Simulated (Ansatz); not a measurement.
**A ladder of methods for C2H7BO2 (SMILES COB(C)O)**

C2H7BO2 has 12 atoms, charge 0, and is taken as a singlet. As SMILES, `COB(C)O`. The shape is that of a PBE0-D4/def2-TZVP optimisation. This is one conformer, not always the lowest.

Quantity: the HOMO–LUMO gap, in eV. The values are calculated.

```tsv
level	kind	program	value (eV)	CPU time
HF/6-31G* (spherical functions)	Hartree–Fock	Ansatz	18.32	2.8 s
BLYP/6-31G* (spherical functions)	GGA	Ansatz	7.40	8.2 s
revPBE/6-31G* (spherical functions)	GGA	Ansatz	7.42	8.5 s
r2SCAN/6-31G* (spherical functions)	meta-GGA	Ansatz	8.16	16 s
B3LYP/6-31G* (spherical functions)	global hybrid	Ansatz	9.57	8.9 s
BHLYP/6-31G* (spherical functions)	global hybrid	Ansatz	12.84	8.7 s
B3LYP/6-31G* (Cartesian functions)	global hybrid	Ansatz	9.57	9.1 s
CAM-B3LYP/6-31G* (spherical functions)	range-separated hybrid	Ansatz	12.76	10 s
```

The values span 7.40 to 18.32 eV. Orbital gaps aren't excitation energies; they tend to grow with the share of exact exchange. CPU times are rough (shared hosts, several kinds of processor and program).

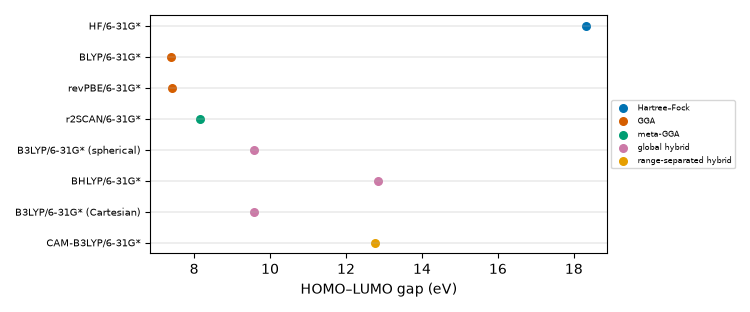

The values of the table, level by level.
